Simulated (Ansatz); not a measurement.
```
CELL_PARAMETERS angstrom
3.11528 0.00000 0.00000
0.00000 3.11528 0.00000
0.00000 0.00000 3.11528
ATOMIC_POSITIONS crystal
Cr 0.00000 0.00000 0.00000
C 0.00000 0.50000 0.50000
C 0.50000 0.00000 0.50000
C 0.50000 0.50000 0.00000
```

Space group Pm-3m; a structure generated by program, which may or may not match a known phase; spin-polarised.

The calculation used DFT PBE, scalar-relativistic, plane waves, PAW in Ansatz 0.2.0.

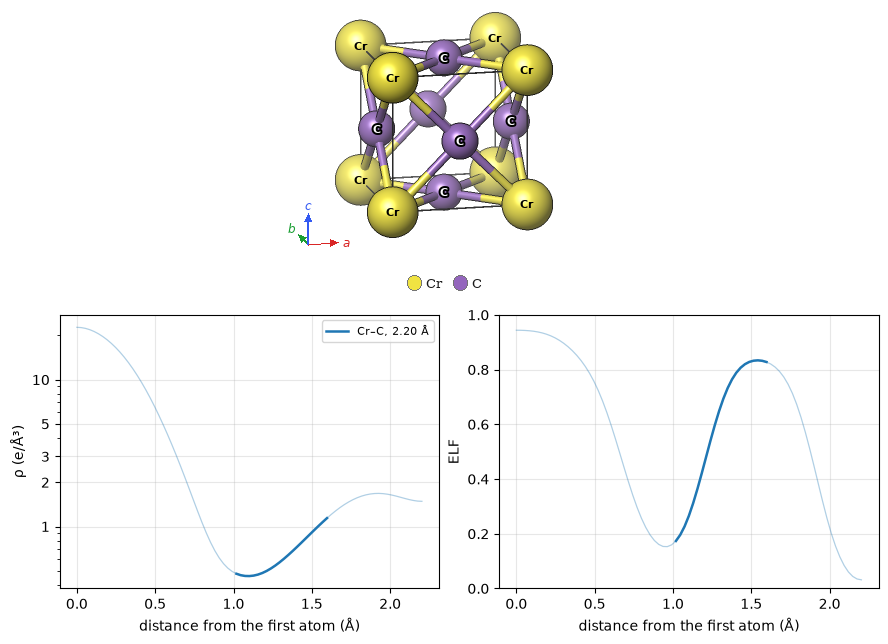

CrC3. Valence pseudo-density and ELF along straight lines between neighbouring atoms. Thin, pale parts lie inside the atomic spheres. The structure is drawn too.

In a PAW calculation such maps are meaningful between the atoms, not at the nuclei.

### What can be read from the curves?

Cr–C (2.20 Å): ρ at the midpoint is about 0.46 e/Å³; the ELF peaks at about 0.85 in the valence shell of C, 0.7 Å from its nucleus, and is about 0.25 at the midpoint.
